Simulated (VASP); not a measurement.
Band structure of PtAl2 (fluorite). Calculation: SCAN meta-GGA, VASP's PBE PAW potentials (set 64) (plane waves; VASP).

Unless said otherwise, spin-orbit coupling is left out, though it shifts the bands of the heavy elements here.

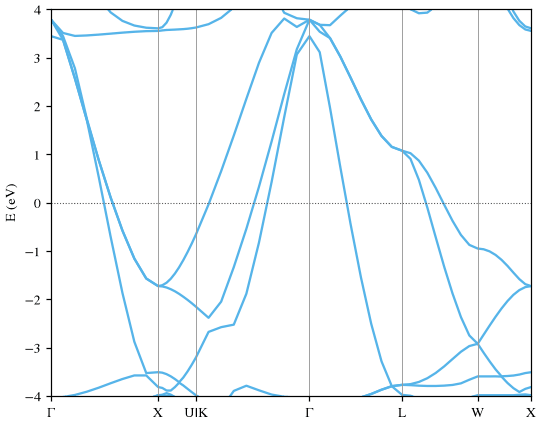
Figure. Bands along high-symmetry lines, zero at the valence-band maximum or, without a gap, the Fermi level

**Question.** Read the plot: is there a gap, and where are the band edges?

**Answer.** It has no gap at this level: it comes out as a metal or semimetal.

The compound is PtAl2 in the fluorite structure. It was relaxed first.
